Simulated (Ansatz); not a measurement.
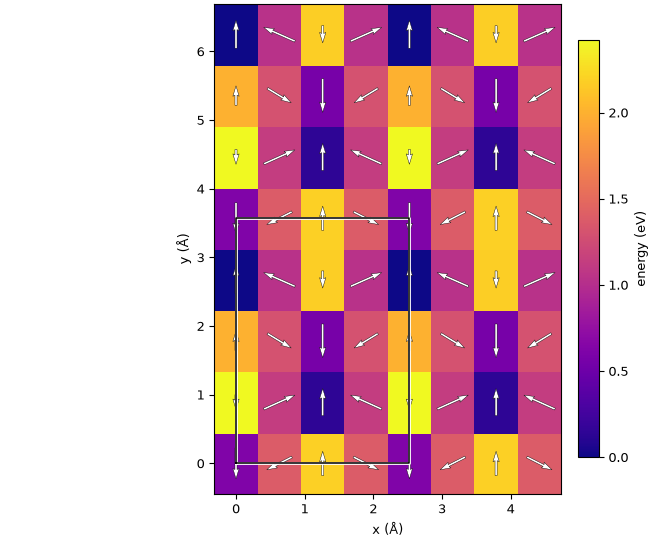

Energy landscape of H on a C(110) slab cut from the Fd-3m phase, its upper half relaxed before the scan (20 atoms of substrate and one adsorbate in a 2 × 1 cell). H is moved over the surface cell; relaxed at each place: the height of the adsorbate's atoms; substrate rigid; the origin of the map has the adsorbate above C17. Places are given modulo a cell vector. The map is drawn in real space over the plane of the surface. The grid has 4 × 4 points; 12 points were computed and 4 follow by symmetry. Places are given in fractions of the 1 × 1 surface cell. Energies: eV, counted from the lowest grid point. Energies and slopes of some neighbouring points disagree (a jump in structure or state, or too coarse a mesh). The magnetic moment jumps between some neighbouring points. All numbers below come from Ansatz, DFT PBE, scalar-relativistic, plane waves, PAW. Settings: cutoff 420 eV, k-mesh 5×8×1, gaussian smearing 0.05 eV, spin-polarised.

Drawn: one coloured cell a grid point, arrows along the force (downhill), their lengths compressed, the outline of one cell of the 2 × 2 shown. 

Summarise what can be read from the map.

Answer. The lowest grid point is at (0/4, 3/4) of the cell vectors [nearest 1 C at 1.20 Å]. The highest grid point, (0/4, 1/4) of the cell vectors [nearest 1 C at 1.46 Å], lies 2.42 eV above the lowest. At the lowest point the adsorbate has 1 C at 1.20 Å as nearest neighbours, at the highest 1 C at 1.46 Å. Its relaxed height above the top atom is 0.81 Å at the lowest and 1.15 Å at the highest point.

Grid values (eV):

| second ↓, first → | 0/4 | 1/4 | 2/4 | 3/4 |
| --- | --- | --- | --- | --- |
| 3/4 | 0.00 | 1.03 | 2.18 | 1.03 |
| 2/4 | 2.00 | 1.30 | 0.56 | 1.30 |
| 1/4 | 2.42 | 1.13 | 0.14 | 1.13 |
| 0/4 | 0.62 | 1.38 | 2.19 | 1.38 |

Each point was launched as `ansatz run input.yaml --threads 2 --pin off --max-ram 6144MiB --backend cpu --events-out ev --progress --plain --runs-dir out`. The whole map (12 points run) took 2.1 h on 2 threads of Arm Neoverse N1, on a shared host.

PAW datasets: the set soft_1.
